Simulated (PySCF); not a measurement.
C5H10O2, SMILES COCCC(C)=O at its GFN2-xTB optimised geometry (Å):

```
17

C      2.1988    -0.4865     0.0000
O      0.7952    -0.4865     0.0000
C      0.2438     0.8108     0.0000
C     -1.2827     0.7114    -0.0728
C     -1.6862     0.2185    -1.4526
C     -1.7706    -1.2740    -1.5782
O     -1.8814     0.9792    -2.3657
H      2.5107    -1.5288     0.0034
H      2.5956     0.0121    -0.8928
H      2.5965     0.0171     0.8897
H      0.6215     1.3853    -0.8599
H      0.5375     1.3402     0.9205
H     -1.6274     0.0265     0.7002
H     -1.6990     1.7059     0.0900
H     -2.5965    -1.6413    -0.9717
H     -0.8504    -1.7059    -1.1906
H     -1.9247    -1.5647    -2.6139
```

Level of theory: B3LYP/def2-SVP in PySCF. Cells within 0.4 Å of a nucleus heavier than hydrogen are left out (blank, or x).

Map of the Laplacian of the electron density (e/bohr⁵) on the plane z = 0.0 Å:

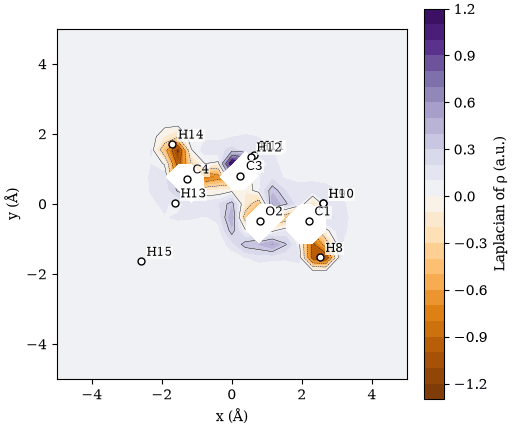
*Laplacian of the electron density (e/bohr⁵) on the plane z = 0.0 Å.*
